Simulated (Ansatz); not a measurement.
# LiBe (Pm-3m): phonons and vibrational spectra, part 2 of 2

Wanted: phonon frequencies of LiBe (Pm-3m) and what follows from them.

Ansatz 0.2.0; DFT PBEsol, scalar-relativistic, plane waves, PAW.

So far. Step 3 (Relaxing to small forces for the phonons): The forces vanish by symmetry and the pressure is 0.000 GPa, within the tolerances set. The cell now holds 11.00 Å³/atom. Step 4 (Modes at Γ): Before it was imposed, the acoustic sum rule was missed by 9.6e-5 eV/Å². Small misses are needed for a sound result but don't prove that mesh and cutoff are converged. The lowest optical mode is real, 560 cm⁻¹. The relaxed cell has a = 2.802 Å (conventional setting).

### 5. Response at finite wavevector

Stability and thermal properties need the whole zone. Linear response on a 4×4×4 q mesh gives force constants as far as a supercell of that size would.

input.yaml

```yaml
crystal:
  lattice:
    - [2.8020920929, 0.0, 0.0]
    - [0.0, 2.8020920929, 0.0]
    - [0.0, 0.0, 2.8020920929]
  atoms:
    - { symbol: Li, position: [0.0, 0.0, 0.0] }
    - { symbol: Be, position: [0.5, 0.5, 0.5] }
kpoints:
  mp_grid: { grid: [16, 16, 16] }
hamiltonian:
  xc: pbesol
scf:
  occupations: { method: methfessel_paxton, width: 0.15 }
output:
  eigenvalues: true
phonons:
  method: dfpt
  qmesh: [4, 4, 4]
  temperatures: { t_max: 1000, t_step: 50 }
  qpath:
    path:
      - [[0.0, 0.0, 0.0], [0.0, 0.5, 0.0], [0.5, 0.5, 0.0], [0.0, 0.0, 0.0], [0.5, 0.5, 0.5], [0.0, 0.5, 0.0]]
      - [[0.5, 0.5, 0.5], [0.5, 0.5, 0.0]]
    npoints: 10
```

The run is started by

```bash
$ ansatz run input.yaml --threads 4 --pin off --max-ram 7168MiB --backend cpu --events-out ev --progress --plain --runs-dir out
```

Numbers of over 12 decimals in the logs are rounded to 6 here.

What it wrote:

```text
[...]
Crystal: 2 atoms, lattice volume = 22.001 Å³
Basis set: ecut = 420 eV, 437 PW (Γ), exchange–correlation on 40×40×40 points (8 copies of the dense FFT grid, shifted against one another)
Bands: 7, of which v1, the nominal top of the filled ones, is band 3 counted from 1 (2 counted from 0)
Symmetry: 48 space group operations
k-points: 165 of 4096
[...]
SCF iter   1: F=—  HF=-292.612085 eV  |F-HF|=—  |Δ(HF+E_count)|=         —  Δρ=1.85e-3  dr2=5.80e-4  ethr=1.77e-3  ⟨swp⟩=5.0  Hψ=9250  notcnv=0
[...]
SCF iter   6: F=-292.611367 eV  HF=-292.611367 eV  |F-HF|=1.71e-13  |Δ(HF+E_count)|=  8.64e-12  S|Δr|=    0.00e0  Δρ=4.20e-8  dr2=3.67e-13  ethr=1.00e-12  ⟨swp⟩=4.6  Hψ=3311  notcnv=0
[...]
SCF 1 converged in 6 iterations: F = -292.611367 eV  dr2 = 3.67e-13
[...]
phonons: the bands overlap, so this run is a metal and interpolates without the dipole-dipole term. If the crystal is really an insulator or semiconductor, its LO-TO splitting is missing
NSCF: frozen V_eff on 165 k-points
[...]
DFPT response loops at q = (0, 0, 0) (fractional): preconditioner auto → Kerker (q_TF=auto, 2.131 Å⁻¹) (partly filled bands, converged f_vac=0.000); β = 1.00, the filter's whole step (`scf.mixing.beta` (0.50) is not read by the response loops under this deck's `scf.mixing.preconditioner`; to damp them name `kerker` or `kerker_dos`, under which they read `scf.mixing.beta`, and type it under 1.00, their step now; both keys bind the ground state too); Broyden in place of MSR1
[...]
SCF converged after 6 iterations
[...]
Free energy (F): -292.611367 eV
[...]
Internal energy: -292.612423 eV  (E = F + TS)
E sigma→0 (E₀):  -292.611631 eV
Entropy (-TS):   0.001056 eV (0.528 meV/atom)
Fermi energy:    3.709849 eV
[...]
--- Band table (eV; the first three rows and the last of 165) ---
[...]
--- Phonons (Γ-DFPT): 2 representative perturbations + reference (Σ response iterations 6) ---
  ASR residual: 9.313e-5 → 0.000e0 eV/Å²; symmetrization residual: 5.070e-7 eV/Å²
  ASR residual per site (eV/Å²): 9.69e-6 9.31e-5
  Γ frequencies (cm⁻¹): 0.00 0.00 0.00 560.21 560.21 560.21
--- Phonons (arbitrary-q DFPT): 10 irreducible q on the 4×4×4 mesh ---
  q = [0.0000, 0.0000, 0.0000] (star 1, of the zone-centre solve; hermiticity 2.24e-7, symmetrization 1.44e-13): -0.00 -0.00 0.00 560.21 560.21 560.21
  q = [0.0000, 0.0000, 0.2500] (star 6, 4 solved perturbations in 4032 linear systems a pass and spin channel, the states on 1296 of 4096 k-point pairs; hermiticity 2.20e-7, symmetrization 1.38e-14): 175.96 229.13 229.13 489.32 523.85 523.85
[...]
q = [0.0000, 0.2500, -0.5000] (star 12, 6 solved perturbations on 1296 of 4096 k-point pairs; hermiticity 1.53e-7, symmetrization 2.75e-10): -24.81 170.55 406.73 411.45 493.37 519.12
[...]
sum rule: each row above includes the acoustic sum rule's correction from the zone centre's row sums; it moved no ω² by more than (1.68 cm⁻¹)²
  mesh force constants: q→R imaginary residual 2.77e-18; ASR residual 9.313e-5 → 0.000e0 eV/Å²; symmetrization residual 5.329e-15 eV/Å²
  interpolated dispersion: 62 rows × 6 modes
  density of states and harmonic sums: on the 24×24×24 q-mesh, interpolated from the force constants of a 4×4×4 supercell (no non-analytic term)
  largest difference from the sums on the solved wave vectors: F 7.54e-2 eV, S 1.04e-4 and C_V 2.95e-5 eV/K
  zero-point energy: 0.130434 eV/cell   skipped modes (ω ≤ 0): 96, of them read as no rigid motion or as one in doubt: 93 (1.819e-1 modes/cell left out, lowest -91.33 cm⁻¹)   left out of the sums: 3.03e-2 of the cell's modes: C_V's classical limit lies that fraction below 3 k_B per atom; for a crystal, a wire or a layer, F and S can be off by more, and a phonons.interpolated_qmesh denser along its periods is the remedy for the sampling
```

Run time: 65 s. Hardware: 4 threads of Arm Neoverse V2, shared host; peak memory 1 GiB; 4.1 min of CPU time.

Numbers from this step:

```
sum-rule residual before enforcement                    : 9.31e-5 eV/Å²
lowest frequency on the path                            : -91.33 cm⁻¹
highest frequency on the path or at a solved wavevector : 560.2 cm⁻¹
lowest mode on the q mesh (acoustic modes at Γ apart)   : -91.33 cm⁻¹
```

Frequencies (cm⁻¹) solved at each irreducible wavevector; negative means imaginary. Frequencies by wavevector, by row:

| q in reciprocal lattice units | star | mode 1 | mode 2 | mode 3 | mode 4 | mode 5 | mode 6 |
| --- | --- | --- | --- | --- | --- | --- | --- |
| 0 0 0 | 1 | 0 | 0 | 0 | 560.2 | 560.2 | 560.2 |
| 0 0 0.25 | 6 | 176 | 229.1 | 229.1 | 489.3 | 523.9 | 523.9 |
| 0 0 -0.5 | 3 | 156.8 | 394.5 | 394.5 | 431.6 | 431.6 | 447.1 |
| 0 0.25 0.25 | 12 | -21.9 | 278.2 | 299.4 | 438.6 | 490.7 | 530.3 |
| 0 0.25 -0.5 | 12 | -24.8 | 170.6 | 406.7 | 411.4 | 493.4 | 519.1 |
| 0 -0.5 -0.5 | 3 | -91.3 | -91.3 | 408.2 | 432.7 | 544 | 544 |
| 0.25 0.25 0.25 | 8 | 210.2 | 210.2 | 256.9 | 449.6 | 508.3 | 508.3 |
| 0.25 0.25 -0.5 | 12 | 123.7 | 228.7 | 301 | 463.9 | 479.2 | 529.2 |
| 0.25 -0.5 -0.5 | 6 | 179.2 | 179.2 | 320.6 | 447.8 | 527.1 | 527.1 |
| -0.5 -0.5 -0.5 | 1 | 288.4 | 288.4 | 288.4 | 503.6 | 503.6 | 503.6 |

Interpolated from a 4×4×4 q mesh. Phonon branches along the path, in cm⁻¹:

| point | branch 1 | branch 2 | branch 3 | branch 4 | branch 5 | branch 6 |
| --- | --- | --- | --- | --- | --- | --- |
| Γ | 0 | 0 | 0 | 560 | 560 | 560 |
| X | 157 | 394 | 394 | 432 | 432 | 447 |
| M | -91 | -91 | 408 | 433 | 544 | 544 |
| Γ | 0 | 0 | 0 | 560 | 560 | 560 |
| R | 288 | 288 | 288 | 504 | 504 | 504 |
| X | 157 | 394 | 394 | 432 | 432 | 447 |
| jump to R | 288 | 288 | 288 | 504 | 504 | 504 |
| M | -91 | -91 | 408 | 433 | 544 | 544 |

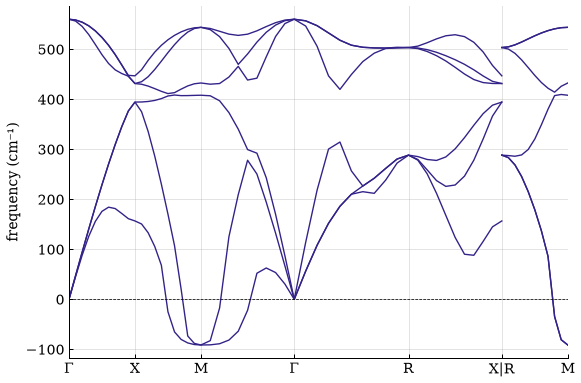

Phonon branches along the path.

The phonon density of states has structure finer than the step of the table below, so its rows give means over 25 cm⁻¹, whole bins alone (the curve runs from -95 to 565 cm⁻¹). Peaks (cm⁻¹: height): 315.0: 0.0125, 435.0: 0.0246, 525.0: 0.0549.

Tetrahedra on a 24×24×24 mesh, mean over bins of 10 cm-1. Interpolated from a 4×4×4 q mesh. The phonon density of states by wavenumber; means over each step:

```csv
wavenumber (cm⁻¹),phonon density of states (1/cm⁻¹/cell)
-75,0.00231
-50,0.00194
-25,0.00139
0,0.00134
25,0.00159
50,0.00275
75,0.00615
100,0.00899
125,0.00892
150,0.00741
175,0.00667
200,0.00745
225,0.00918
250,0.00804
275,0.00932
300,0.0109
325,0.00897
350,0.00657
375,0.00573
400,0.00432
425,0.0141
450,0.0202
475,0.0170
500,0.0233
525,0.0374
550,0.00746
```

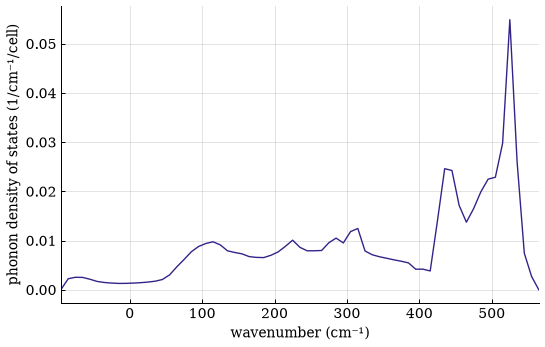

Phonon density of states against wavenumber.

The partial phonon density of states has structure finer than the step of the table below, so its rows give means over 50 cm⁻¹, whole bins alone (the curve runs from -101 to 587 cm⁻¹). Peaks (cm⁻¹: height): Be -79.6: 0.00249, 76.2: 0.00751, 110.9: 0.00786, 232.1: 0.00752, 297.0: 0.0108, 526.4: 0.0122; Li 439.8: 0.0206, 526.4: 0.0360.

Phonopy on the run's constants, 21x21x21 mesh, Gaussian sigma 4.9 cm-1. Interpolated from a 4×4×4 q mesh. Partial phonon density of states against wavenumber; means over each step; values in 1/cm⁻¹/cell:

| wavenumber (cm⁻¹) | Be | Li |
| --- | --- | --- |
| -50 | 0.00165 | 5.0e-4 |
| 0 | 5.6e-4 | 1.7e-4 |
| 50 | 0.00235 | 8.5e-4 |
| 100 | 0.00651 | 0.00217 |
| 150 | 0.00593 | 0.00167 |
| 200 | 0.00593 | 0.00169 |
| 250 | 0.00680 | 0.00174 |
| 300 | 0.00882 | 0.00158 |
| 350 | 0.00531 | 0.00139 |
| 400 | 0.00283 | 0.00304 |
| 450 | 0.00307 | 0.0157 |
| 500 | 0.00593 | 0.0199 |
| 550 | 0.00362 | 0.00934 |

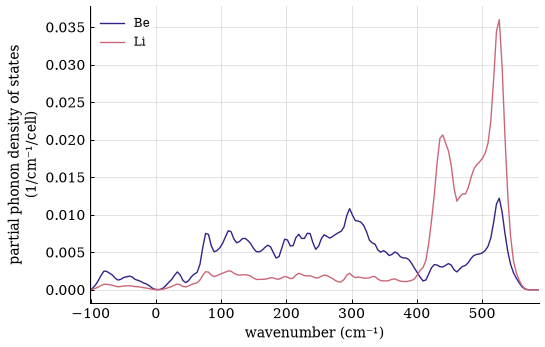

Partial phonon density of states against wavenumber.

Second derivatives of the energy by pair, one row for each kind of neighbour of each atom listed. Each entry sums the pair over the periodic images of the supercell that the q mesh stands for, and in a polar crystal it holds the long-range dipole part too. Force constants by pair, by row:

```csv
atom,neighbour,distance (Å),third of the trace (eV/Å²),along the pair's line (eV/Å²)
Li1,itself,0,5.085,–
Li1,Be,2.427,-0.4932,-1.469
Li1,Li,2.802,-0.1413,-0.3319
Li1,Li,3.963,0.0343,0.1203
Li1,Be,4.647,-0.0254,-0.0725
Li1,Li,4.853,-0.01,-0.0541
Li1,Li,5.604,0.0158,0.0873
Li1,Be,6.107,-0.0026,-7.00e-4
Li1,Li,6.266,-0.0013,-0.0051
Be2,itself,0,3.273,–
Be2,Li,2.427,-0.4932,-1.469
Be2,Be,2.802,0.1673,0.7937
Be2,Be,3.963,0.0081,0.0017
Be2,Li,4.647,-0.0254,-0.0725
Be2,Be,4.853,0.0119,0.0437
Be2,Be,5.604,0.0865,0.3044
Be2,Li,6.107,-0.0026,-7.00e-4
Be2,Be,6.266,-0.0122,-0.0331
```

Symmetry leaves 10 wavevectors to solve. The lowest mode among them, the acoustic zeros apart, lies at q = (0, -0.5, -0.5) and is imaginary, 91.3i cm⁻¹, so the energy falls along it.

### 6. The same by displaced supercells

Finite displacements in a 2×2×2 supercell give force constants from forces alone. They are exact at the wavevectors that the supercell holds, where they check the linear-response result.

Changes to input.yaml since step 5:

```diff
@@ -17,4 +17,4 @@
 phonons:
-  method: dfpt
-  qmesh: [4, 4, 4]
+  method: fd
+  supercell: [2, 2, 2]
   temperatures: { t_max: 1000, t_step: 50 }
```

What it wrote:

```text
[...]
Crystal: 16 atoms, lattice volume = 176.010 Å³
Basis set: ecut = 420 eV, 3407 PW (Γ), exchange–correlation on 80×80×80 points (8 copies of the dense FFT grid, shifted against one another)
Bands: 27, of which v1, the nominal top of the filled ones, is band 20 counted from 1 (19 counted from 0)
Symmetry: 384 space group operations
k-points: 35 of 512
[...]
SCF iter   1: F=—  HF=-2340.890938 eV  |F-HF|=—  |Δ(HF+E_count)|=         —  Δρ=4.08e-8  dr2=1.06e-12  ethr=1.56e-12  ⟨swp⟩=4.7  Hψ=3296  notcnv=0
[...]
SCF iter   2: F=-2340.890938 eV  HF=-2340.890938 eV  |F-HF|=0.00e0  |Δ(HF+E_count)|=  9.09e-13  S|Δr|=    0.00e0  Δρ=2.38e-8  dr2=3.80e-13  ethr=1.00e-12  ⟨swp⟩=2.0  Hψ=1780  notcnv=0
SCF 1 converged in 2 iterations: F = -2340.890938 eV  dr2 = 3.80e-13
[...]
Symmetry: 6 space group operations
k-points: 65 of 512 (time reversal used)
[...]
SCF iter   6: F=-2340.890922 eV  HF=-2340.890922 eV  |F-HF|=4.55e-13  |Δ(HF+E_count)|=  8.19e-12  S|Δr|=    0.00e0  Δρ=1.14e-8  dr2=6.24e-13  ethr=1.00e-12  ⟨swp⟩=4.7  Hψ=6192  notcnv=0
SCF 2 converged in 6 iterations: F = -2340.890922 eV  dr2 = 6.24e-13
[...]
SCF iter   6: F=-2340.890927 eV  HF=-2340.890927 eV  |F-HF|=9.09e-13  |Δ(HF+E_count)|=  4.55e-13  S|Δr|=    0.00e0  Δρ=1.18e-8  dr2=2.96e-13  ethr=1.00e-12  ⟨swp⟩=4.2  Hψ=5715  notcnv=0
SCF 3 converged in 6 iterations: F = -2340.890927 eV  dr2 = 2.96e-13
SCF converged after 2 iterations
[...]
Free energy (F): -2340.890938 eV
[...]
Internal energy: -2340.899386 eV  (E = F + TS)
E sigma→0 (E₀):  -2340.893050 eV
Entropy (-TS):   0.008447 eV (0.528 meV/atom)
Fermi energy:    3.709849 eV
[...]
--- Band table (eV; the first three rows and the last of 35) ---
  k-point 0: bands = [... 16 lower, 2.5918, 2.5918, 2.5918, 2.5918, 2.5918, 5.0871, 5.0871, 5.0871, ... 3 higher]
  k-point 1: bands = [... 16 lower, 2.3297, 2.5322, 2.5322, 2.6626, 2.6626, 5.1159, 5.4593, 5.4593, ... 3 higher]
  k-point 2: bands = [... 16 lower, 2.3720, 2.3720, 2.7934, 2.8742, 2.8742, 5.0276, 5.0276, 5.2010, ... 3 higher]
  k-point 34: bands = [... 16 lower, 5.9665, 5.9665, 5.9665, 5.9665, 5.9665, 5.9665, 5.9665, 5.9665, ... 3 higher]
--- Phonons: 2 displaced members + reference (amplitude 0.0025 Å, Σ member SCF iterations 12) ---
  symmetry images taken by strict's conditions (phonons.symmetry_images: auto; settled by no image being taken that strict refuses)
  ASR residual: 9.746e-5 → 0.000e0 eV/Å²; symmetrization residual: 9.658e-6 eV/Å²
  largest component of a force at the reference: 9.4e-29 eV/Å
  ASR residual per site (eV/Å²): 2.33e-5 9.75e-5
  Γ frequencies (cm⁻¹): 0.00 0.00 0.00 560.22 560.22 560.22
[...]
```

The job ended after 13 s (4 threads; peak memory 0.63 GiB).

Numbers from this step:

```
atoms in the supercell               : 16
sum-rule residual before enforcement : 9.75e-5 eV/Å²
```

Interpolated from a 2×2×2 supercell, rough between the solved points. Phonon branches along the path, in cm⁻¹:

(Unchanged from step 5.)

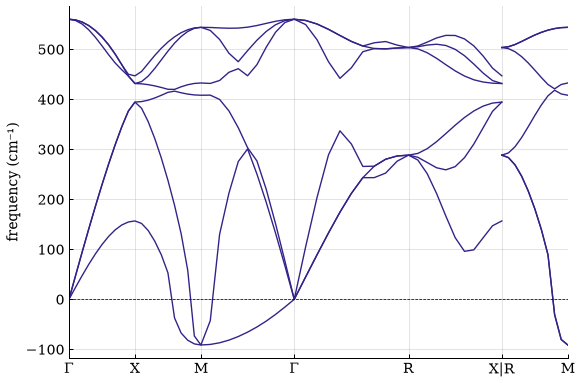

Phonon branches along the path.

The phonon density of states has structure finer than the step of the table below, so its rows give means over 25 cm⁻¹, whole bins alone (the curve runs from -95 to 565 cm⁻¹). Peaks (cm⁻¹: height): 95.0: 0.00985, 325.0: 0.0127, 445.0: 0.027, 525.0: 0.0424.

Tetrahedra on a 22×22×22 mesh, mean over bins of 10 cm-1. Interpolated from a 2×2×2 supercell, rough between the solved points. Table of phonon density of states by wavenumber; means over each step:

```csv
wavenumber (cm⁻¹),phonon density of states (1/cm⁻¹/cell)
-75,0.00176
-50,0.00201
-25,0.00161
0,0.00181
25,0.00241
50,0.00372
75,0.00637
100,0.00833
125,0.00621
150,0.00503
175,0.00481
200,0.00560
225,0.00707
250,0.00988
275,0.00929
300,0.00910
325,0.0116
350,0.00894
375,0.00754
400,0.00577
425,0.00768
450,0.0223
475,0.0188
500,0.0230
525,0.0360
550,0.0130
```

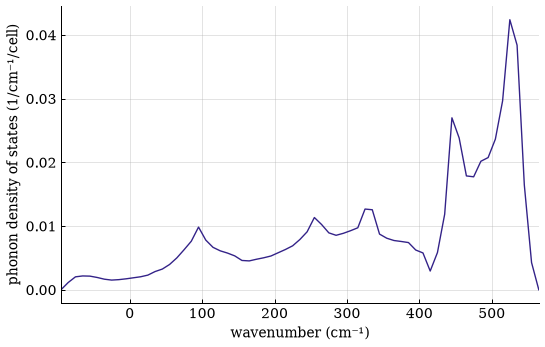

Phonon density of states against wavenumber.

At Γ the two methods differ by at most 0.0 cm⁻¹.

### 7. What came out

```yaml
space_group_after_relaxation_within_0p01_a: Pm-3m
volume_per_atom: 11.0 Å³
electronic_character: no gap on this mesh
highest_optical_mode_at_the_zone_centre_no_lo_to_term: 560 cm⁻¹
lowest_optical_zone_centre_mode: 560 cm⁻¹
lowest_mode_on_the_q_mesh_acoustic_modes_at_gamma_apart: -91.3 cm⁻¹
highest_frequency_on_the_path_or_at_a_solved_wavevector: 560 cm⁻¹
imaginary_modes_on_the_4x4x4_q_mesh: yes
```

**Reading.** Modes are clearly imaginary (beyond 10i cm⁻¹) at 3 of the 10 irreducible wavevectors, most at q = (0, -0.5, -0.5) (91.3i cm⁻¹), so this structure is not a minimum of the energy. The optical modes at Γ form one degenerate level at 560 cm⁻¹. Finite displacements and linear response differ by 0.0 cm⁻¹ in the highest zone-centre mode. With no gap, or one that is small against the smearing, the frequencies hang on the k mesh and the smearing, most of all near Kohn anomalies. The phonon runs are without spin polarisation, although the cell has an odd electron count. A phonon run warned that its eigensolver left some bands unconverged in a pass. These are harmonic frequencies at zero temperature: anharmonic shifts, linewidths and thermal expansion are left out.

[Logs are printed without paths, hosts, clocks, repeated set-up lines and the standing remarks that a program may print on its own settings, such as how far it seeks lower states.]

[Hosts, paths, dates, database ids (printed as entryN), source tags and the programs' standing remarks are cut or masked in the printed files.]
